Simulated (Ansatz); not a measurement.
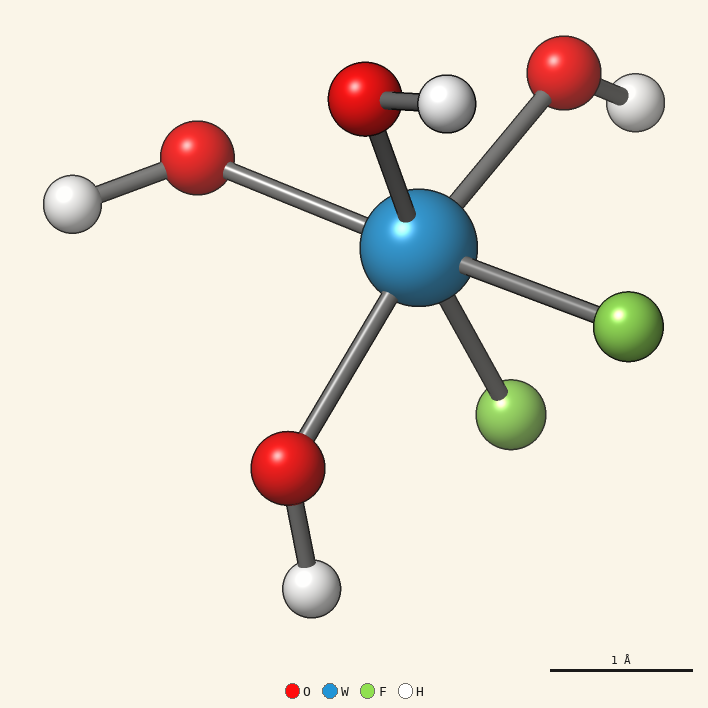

Ball-and-stick drawing of a structure.

Charge 0, singlet. The computed structure is the end point of a PBE0-D4/def2-TZVP optimisation.

Describe the molecule.

The molecule is F₂H₄O₄W. Its SMILES string is `[OH][W]([OH])([OH])([OH])([F])[F]`. The point group is C1. Coordination: 4 O bent; 1 W octahedral.

More results for the same structure follow; atom numbers are the same in all pictures, views and colours differ.

## Geometry

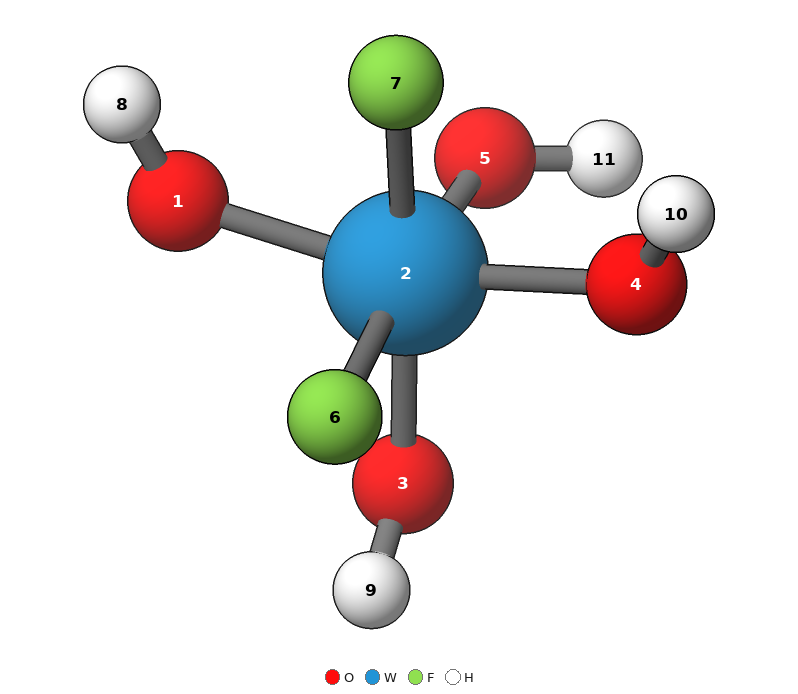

List the bonds and their lengths.

```csv
bond,length (Å)
O1–W2,1.865
O1–H8,0.961
W2–O3,1.877
W2–O4,1.884
W2–O5,1.873
W2–F6,1.894
W2–F7,1.914
O3–H9,0.962
O4–H10,0.960
O5–H11,0.960
```

## Electronic properties

Properties computed with RKS PBE0-D4/def2-QZVPP, core potentials on W (Ansatz 0.2.0).

Predict the main results.

- HOMO energy (Kohn–Sham orbital): −9.57 eV
- LUMO energy (Kohn–Sham orbital): −2.70 eV
- HOMO–LUMO gap: 6.87 eV
- dispersion correction: −21.5 kJ/mol

## Dipole moment

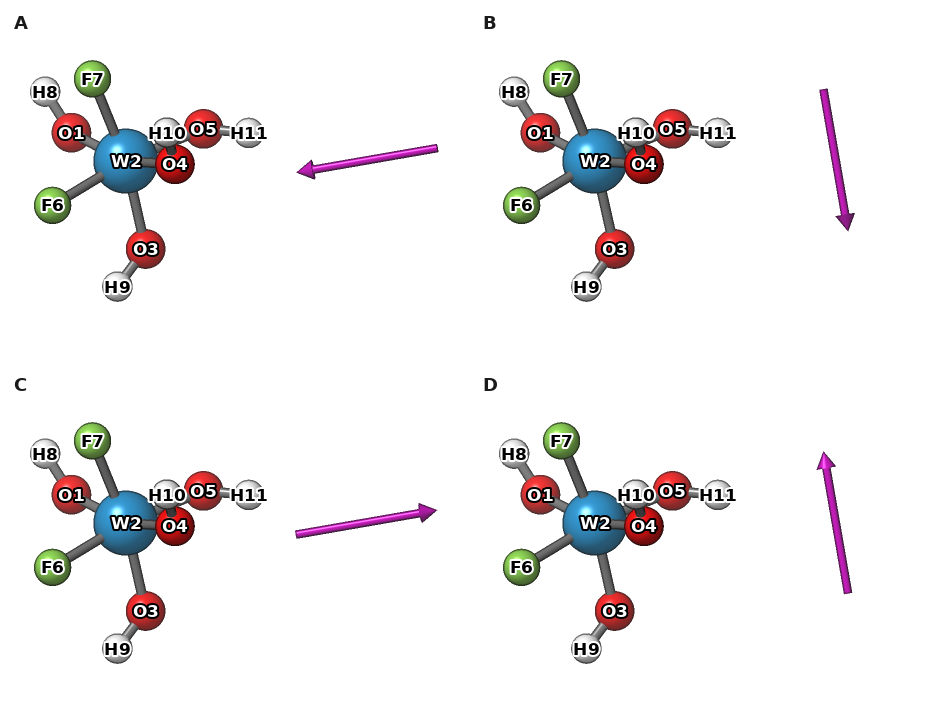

The same molecule four times, each with an arrow. Level of theory: RKS B3LYP-D4/def2-TZVPP, core potentials on W (Ansatz 0.2.0).

Which arrow points along the dipole moment, from the negative to the positive end?

C. The dipole moment is 1.35 D; it points from the side of F6, H8 to the side of H11 (the outermost atoms at the two ends).

## Vibrations

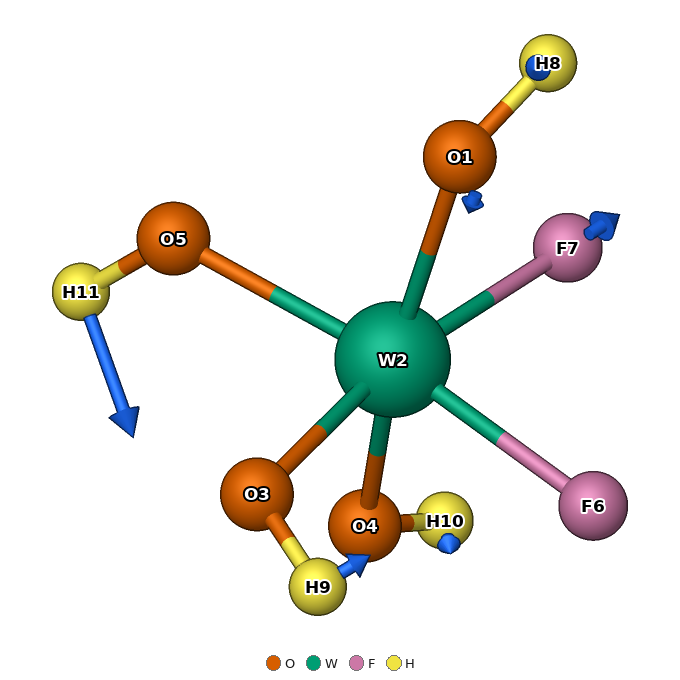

The arrows show one normal mode. Harmonic vibrations computed with RKS PBE0-D4/def2-TZVP, core potentials on W (Ansatz 0.2.0) at a stationary point of the same level.

Estimate its harmonic wavenumber.

583 cm⁻¹; it is mode 15 of 27 counted from the lowest.
